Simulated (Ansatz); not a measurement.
**Run report: CH9NSn, single-point calculation**

CH9NSn, computed with RKS PBE0-D4/def2-TZVPP (Ansatz 0.2.0).

The geometry is the product side of a reaction. The reaction was set up to form Sn1–C7 and N2–H6 and to break Sn1–N2 and H6–C7 (atoms counted from 1 in the order of the input); sticks are drawn by distance alone. The geometry comes from this level: PBE0-D4/def2-TZVP.

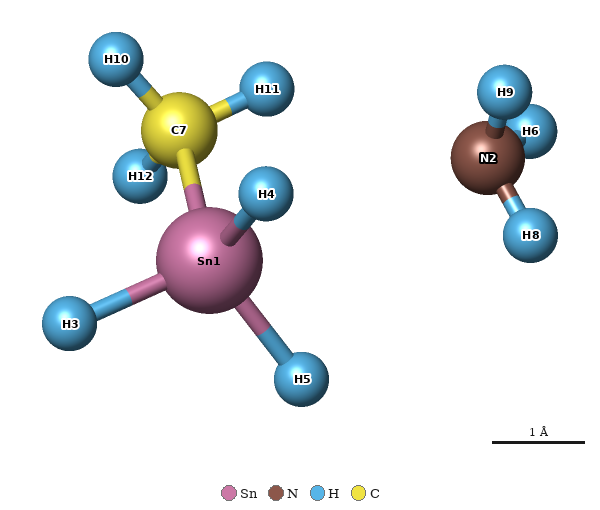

**Figure 1.** The structure as given in the input (ball-and-stick view, seen at a tilt; atoms are numbered from 1 in the order of the input). Sticks mark near contacts. Bond lengths as drawn: C–H 1.09 Å, C–Sn 2.14 Å, H–N 1.01 Å and H–Sn 1.71 to 1.72 Å.

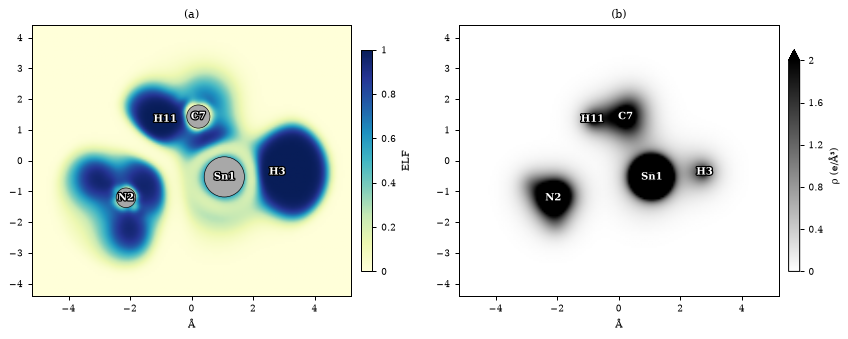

**Figure 2.** (a) ELF; (b) electron density on the plane of atoms H3, Sn1 and C7. Grey discs, where drawn, cover atomic cores. Sn1···N2 (3.27 Å): ρ is about 0.07 e/Å³ halfway; the ELF is only about 0.05 between them. C–H (1.09 Å): ρ is about 2 e/Å³ halfway; the ELF climbs to about 1 towards the hydrogen, as it does in any bond to H (a covalent bond by its length).

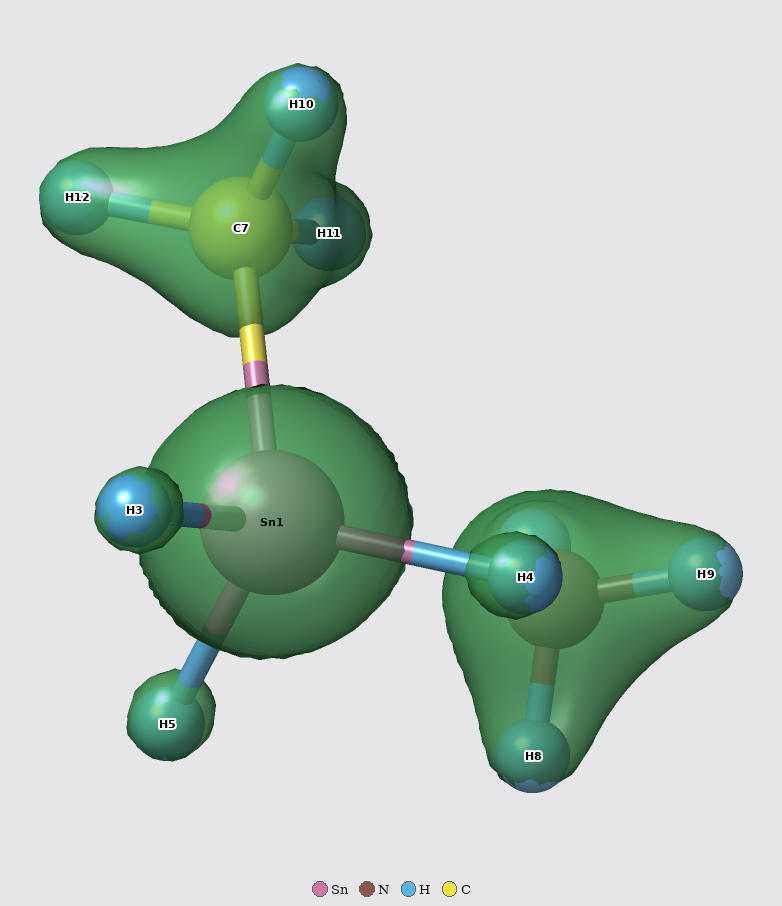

**Figure 3.** Isosurface of the total electron density at 1 e/Å³ (green), seen at an oblique angle. At this value the surface falls into six separate pieces. It is pinched off along the Sn···N (3.27 Å) and C–Sn (2.14 Å) contacts. On the grid the lowest density along these lines, outside the cores, is 0.07 e/Å³ (Sn···N, 3.27 Å), 0.73 e/Å³ (C–Sn, 2.14 Å), 2.3 e/Å³ (N–H, 1.01 Å) and 1.9 e/Å³ (C–H, 1.09 Å).

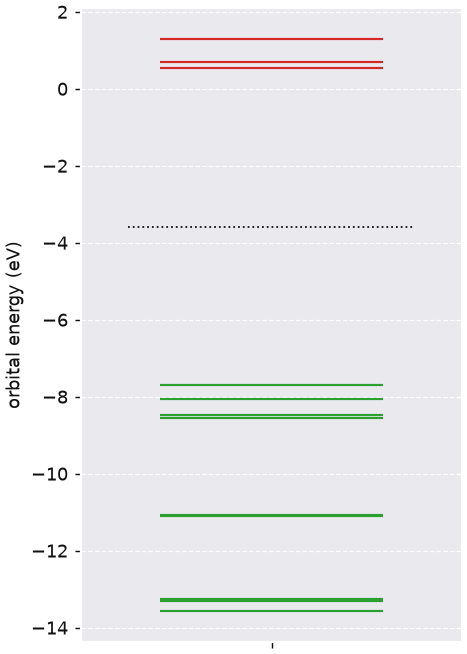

**Figure 4.** Orbital energies near the frontier; the dotted line parts filled from empty levels, and levels within 0.02 eV of each other stand side by side. Highest filled −7.71 eV, lowest empty 0.54 eV, 8.25 eV apart.

The input that produced these results follows, with the program's output.

Input file
```yaml
crystal:
  periodic: [false, false, false]
  atoms:
    - {symbol: Sn, position_ang: [-1.237570, 0.240578, -0.667133]}
    - {symbol: N, position_ang: [0.640639, -0.830814, 1.786242]}
    - {symbol: H, position_ang: [-2.383735, 0.766235, -1.841501]}
    - {symbol: H, position_ang: [-1.611775, 1.063398, 0.783501]}
    - {symbol: H, position_ang: [-1.471216, -1.441121, -0.473712]}
    - {symbol: H, position_ang: [1.558279, -1.259202, 1.766079]}
    - {symbol: C, position_ang: [0.713541, 0.716772, -1.394952]}
    - {symbol: H, position_ang: [-0.011357, -1.539519, 2.100337]}
    - {symbol: H, position_ang: [0.661215, -0.109224, 2.496726]}
    - {symbol: H, position_ang: [0.798071, 1.791280, -1.559235]}
    - {symbol: H, position_ang: [1.448968, 0.400001, -0.657855]}
    - {symbol: H, position_ang: [0.895039, 0.201516, -2.338497]}
basis:
  gaussian: {orbitals: def2-TZVPP}
hamiltonian: {xc: pbe0, dispersion: d4}
output: {orbitals: {seedname: orbitals}}
```

Launch command:
```bash
ansatz run in.yaml --threads 4 --pin off --events-out ev --progress --plain --max-ram 9574MiB
```

Output
```
Functional definition: PBE0
  name "PBE0"
  cite "Adamo & Barone, J. Chem. Phys. 110, 6158 (1999) doi:10.1063/1.478522"
  cite "Perdew, Burke & Ernzerhof, Phys. Rev. Lett. 77, 3865 (1996) doi:10.1103/PhysRevLett.77.3865"
  parent pbe
  parameter a = 0.25
  parameter kappa = 0.804
  parameter beta = 0.06672455060314922
  exchange = (1 - a)*pbe_x(kappa = kappa, mu = beta*pi^2/3) + a*exact_x
  correlation = pbe_c(beta = beta)
1327 factors; their error is unknown
mean field evaluation 1: about -8492.0843 eV, gradient 7.3e1 eV
mean field evaluation 2: about -8483.4220 eV, gradient 9.0e1 eV
mean field evaluation 4: about -8502.7289 eV, gradient 2.7e0 eV
mean field evaluation 8: about -8502.7440 eV, gradient 3.0e-2 eV
mean field evaluation 16: about -8502.8146 eV, gradient 3.0e-5 eV
mean field -8502.81455873 eV, -312.4726716186 hartree, gradient 3.0e-5 eV, S^2 0.000000; 0 other end points of the search recorded, 0 dependent functions left out
reference -8502.81459886 eV, -312.4726730935 hartree; 22, 22 occupied and 216, 216 virtual orbitals, 1327 factors
Total energy: -8502.97312116 eV, -312.4784986806 hartree
```

Results in brief

```json
{"quantity": "outcome", "value": "converged"}
{"quantity": "total energy", "value": "−8502.9731 eV"}
{"quantity": "mean-field energy", "value": "−8502.8146 eV"}
{"quantity": "dispersion energy", "value": "−0.1585 eV"}
{"quantity": "SCF solution under orbital rotations", "value": "stable"}
{"quantity": "HOMO", "value": "−7.71 eV"}
{"quantity": "LUMO", "value": "0.54 eV"}
{"quantity": "hardware", "value": "4 threads of Arm Neoverse V2, 23 GiB of memory available, shared host"}
{"quantity": "wall time", "value": "2.1 s (CPU time 7.7 s)"}
{"quantity": "peak memory", "value": "0.5 GiB"}
```
